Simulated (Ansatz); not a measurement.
# C₂H₅B₂Cl: basis-set convergence

How large a basis does C₂H₅B₂Cl need? Two functionals are run in growing sets.

Computed with Ansatz 0.2.0, Gaussian basis. Level: one geometry, several basis sets.

Plan: PBE0-D4/def2-SVP; ωB97M-V/def2-SVP; PBE0-D4/def2-QZVPP; ωB97M-V/def2-QZVPP; the functionals' def2-TZVPP values are taken from earlier runs.

**1. The geometry**

An earlier PBE0-D4 in a triple-zeta def2 set relaxation fixed the geometry.

10 atoms, charge 0, spin multiplicity 1.

Atoms are counted from 1 here; the program's logs count them from 0.

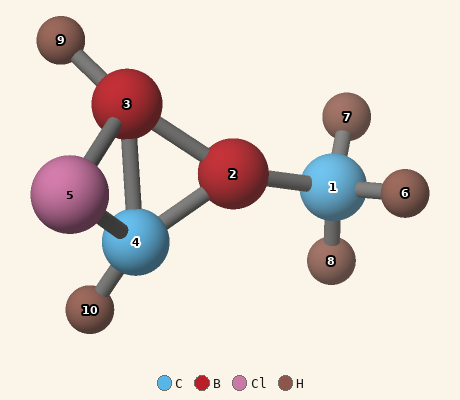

The structure; carbon blue, boron red, chlorine pink, hydrogen brown; atoms are numbered from 1 in the order of the file.

**2. PBE0-D4 in def2-SVP**

in.yaml

```yaml
crystal:
  periodic: [false, false, false]
  atoms:
    - {symbol: C, position_ang: [-0.866482, -1.147936, -0.798413]}
    - {symbol: B, position_ang: [-0.316287, 0.093288, -0.042575]}
    - {symbol: B, position_ang: [0.181543, 0.679668, 1.361189]}
    - {symbol: C, position_ang: [0.948885, 0.873496, -0.147553]}
    - {symbol: Cl, position_ang: [0.742118, 2.453141, 0.735117]}
    - {symbol: H, position_ang: [-1.768619, -0.828940, -1.336525]}
    - {symbol: H, position_ang: [-1.180650, -1.947895, -0.125034]}
    - {symbol: H, position_ang: [-0.180220, -1.550841, -1.547251]}
    - {symbol: H, position_ang: [0.572588, 0.489351, 2.465326]}
    - {symbol: H, position_ang: [1.950225, 0.835469, -0.561381]}
basis:
  gaussian: {orbitals: def2-SVP}
hamiltonian: {xc: pbe0, dispersion: d4}
output: {orbitals: {seedname: orbitals}}
```

Run with:

```sh
$ ansatz run in.yaml --threads 2 --pin off --events-out ev --progress --plain --max-ram 4352MiB
```

Log:

```text
Functional definition: PBE0
  name "PBE0"
  cite "Adamo & Barone, J. Chem. Phys. 110, 6158 (1999) doi:10.1063/1.478522"
  cite "Perdew, Burke & Ernzerhof, Phys. Rev. Lett. 77, 3865 (1996) doi:10.1103/PhysRevLett.77.3865"
  parent pbe
  parameter a = 0.25
  parameter kappa = 0.804
  parameter beta = 0.06672455060314922
  exchange = (1 - a)*pbe_x(kappa = kappa, mu = beta*pi^2/3) + a*exact_x
  correlation = pbe_c(beta = beta)
1127 factors; their error is unknown
mean field evaluation 1: about -16004.8194 eV, gradient 5.6e1 eV
mean field evaluation 2: about -15998.8861 eV, gradient 7.1e1 eV
mean field evaluation 4: about -16013.1940 eV, gradient 4.3e0 eV
mean field evaluation 8: about -16013.2438 eV, gradient 4.4e-2 eV
mean field evaluation 16: about -16013.2831 eV, gradient 6.8e-5 eV
mean field -16013.28307265 eV, -588.4772987266 hartree, gradient 6.8e-5 eV, S^2 0.000000; 0 other end points of the search recorded, 0 dependent functions left out
reference -16013.28309862 eV, -588.4772996812 hartree; 22, 22 occupied and 77, 77 virtual orbitals, 1127 factors
Total energy: -16013.45420720 eV, -588.4835878056 hartree
```

Run time: 0.85 s. Hardware: 2 threads of Intel Xeon 6975P-C, shared host.

**3. ωB97M-V in def2-SVP**

in.yaml, as its differences from that of step 2:

```diff
@@ -15,3 +15,3 @@
   gaussian: {orbitals: def2-SVP}
-hamiltonian: {xc: pbe0, dispersion: d4}
+hamiltonian: {xc: {name: wB97M-V}}
 output: {orbitals: {seedname: orbitals}}
```

Launched as before.

Log (excerpt; [...] marks lines left out):

```text
Functional definition: wB97M-V
  name "wB97M-V"
  cite "Mardirossian & Head-Gordon, J. Chem. Phys. 144, 214110 (2016) doi:10.1063/1.4952647"
  cite "Becke, J. Chem. Phys. 107, 8554 (1997) doi:10.1063/1.475007"
  cite "Vydrov & Van Voorhis, J. Chem. Phys. 133, 244103 (2010) doi:10.1063/1.3521275"
  # Of w^i u^j: cxij and so on, Table III.
[...]
  gx(w, u) = 1 - cx + cx01*u + cx10*w
  gss(w, u) = css00 + css04*u^4 + css10*w + css20*w^2 + css43*w^4*u^3
  gos(w, u) = cos00 + cos10*w + (cos20 + cos21*u)*w^2 + (cos60 + cos61*u)*w^6
[...]
      + integral(e_c_pw_mod_opposite_spin*gos(b97_w_opposite, b97_u_opposite)) + vv10(b, c)
1120 factors; their error is unknown
283 factors; integrals over basis functions are off by at most 1.0e-5 eV
[...]
mean field -16019.36264992 eV, -588.7007190707 hartree, gradient 7.8e-5 eV, S^2 0.000000; 0 other end points of the search recorded, 0 dependent functions left out
reference -16019.36268978 eV, -588.7007205354 hartree; 22, 22 occupied and 77, 77 virtual orbitals, 1120 factors
Total energy: -16019.36268978 eV, -588.7007205354 hartree
```

It took 2.6 s on 2 threads of Intel Xeon 6975P-C, shared host; peak memory 0.28 GiB.

**4. PBE0-D4 in def2-QZVPP**

in.yaml, as its differences from that of step 3:

```diff
@@ -14,4 +14,4 @@
 basis:
-  gaussian: {orbitals: def2-SVP}
-hamiltonian: {xc: {name: wB97M-V}}
+  gaussian: {orbitals: "def2-QZVPP.json"}
+hamiltonian: {xc: pbe0, dispersion: d4}
 output: {orbitals: {seedname: orbitals}}
```

The command is unchanged.

Log:

```text
Functional definition: PBE0
  name "PBE0"
  cite "Adamo & Barone, J. Chem. Phys. 110, 6158 (1999) doi:10.1063/1.478522"
  cite "Perdew, Burke & Ernzerhof, Phys. Rev. Lett. 77, 3865 (1996) doi:10.1103/PhysRevLett.77.3865"
  parent pbe
  parameter a = 0.25
  parameter kappa = 0.804
  parameter beta = 0.06672455060314922
  exchange = (1 - a)*pbe_x(kappa = kappa, mu = beta*pi^2/3) + a*exact_x
  correlation = pbe_c(beta = beta)
1416 factors; their error is unknown
mean field evaluation 1: about -16008.8462 eV, gradient 7.3e1 eV
mean field evaluation 2: about -15990.7020 eV, gradient 1.1e2 eV
mean field evaluation 4: about -16021.8859 eV, gradient 7.5e0 eV
mean field evaluation 8: about -16022.0206 eV, gradient 1.5e-1 eV
mean field evaluation 16: about -16022.0319 eV, gradient 1.5e-4 eV
mean field -16022.03186845 eV, -588.7988110423 hartree, gradient 2.4e-5 eV, S^2 0.000000; 0 other end points of the search recorded, 0 dependent functions left out
reference -16022.03190897 eV, -588.7988125313 hartree; 22, 22 occupied and 426, 426 virtual orbitals, 1416 factors
Total energy: -16022.20301755 eV, -588.8051006556 hartree
```

It took 7 s on 2 threads of Intel Xeon 6975P-C, shared host; peak memory 1.3 GiB.

**5. ωB97M-V in def2-QZVPP**

in.yaml, as its differences from that of step 4:

```diff
@@ -15,3 +15,3 @@
   gaussian: {orbitals: "def2-QZVPP.json"}
-hamiltonian: {xc: pbe0, dispersion: d4}
+hamiltonian: {xc: {name: wB97M-V}}
 output: {orbitals: {seedname: orbitals}}
```

Launched as before.

Log (excerpt; [...] marks lines left out):

```text
Functional definition: wB97M-V
  name "wB97M-V"
  cite "Mardirossian & Head-Gordon, J. Chem. Phys. 144, 214110 (2016) doi:10.1063/1.4952647"
  cite "Becke, J. Chem. Phys. 107, 8554 (1997) doi:10.1063/1.475007"
  cite "Vydrov & Van Voorhis, J. Chem. Phys. 133, 244103 (2010) doi:10.1063/1.3521275"
  # Of w^i u^j: cxij and so on, Table III.
[...]
  gx(w, u) = 1 - cx + cx01*u + cx10*w
  gss(w, u) = css00 + css04*u^4 + css10*w + css20*w^2 + css43*w^4*u^3
  gos(w, u) = cos00 + cos10*w + (cos20 + cos21*u)*w^2 + (cos60 + cos61*u)*w^6
[...]
      + integral(e_c_pw_mod_opposite_spin*gos(b97_w_opposite, b97_u_opposite)) + vv10(b, c)
1400 factors; their error is unknown
372 factors; integrals over basis functions are off by at most 1.2e-5 eV
[...]
mean field -16028.21840768 eV, -589.0261621655 hartree, gradient 7.0e-5 eV, S^2 0.000000; 0 other end points of the search recorded, 0 dependent functions left out
reference -16028.21847232 eV, -589.0261645409 hartree; 22, 22 occupied and 426, 426 virtual orbitals, 1400 factors
Total energy: -16028.21847232 eV, -589.0261645409 hartree
```

Wall time 15 s (2 threads of Intel Xeon 6975P-C, shared host); peak memory 1.6 GiB.

**6. Functionals by basis**

The def2-TZVPP values come from earlier runs at the same geometry.

| functional | basis | functions | energy (eV) | from the largest (eV) | HOMO (eV) | LUMO (eV) |
| --- | --- | --- | --- | --- | --- | --- |
| PBE0-D4 | def2-SVP | 99 | -16013.4542 | 8.749 | -6.64 | -0.83 |
| PBE0-D4 | def2-TZVPP | 236 | -16021.6272 | 0.576 | -6.70 | -1.00 |
| PBE0-D4 | def2-QZVPP | 448 | -16022.2030 | 0.000 | -6.72 | -1.07 |
| ωB97M-V | def2-SVP | 99 | -16019.3627 | 8.856 | -8.80 | 1.33 |
| ωB97M-V | def2-TZVPP | 236 | -16027.6804 | 0.538 | -8.88 | 1.06 |
| ωB97M-V | def2-QZVPP | 448 | -16028.2185 | 0.000 | -8.90 | 0.89 |

**7. What came out**

| quantity | value |
| --- | --- |
| PBE0-D4: double and triple zeta above quadruple | 8.75, 0.58 eV |
| ωB97M-V: double and triple zeta above quadruple | 8.86, 0.54 eV |

**Reading.** For PBE0-D4 the step from double to triple zeta gains 8.17 eV and the next only 0.58 eV. These are total energies; as a rule much of such shifts cancels in differences, which this series doesn't test.

For PBE0-D4 the largest set took about 8 times as long as the smallest (7 s against 0.85 s).
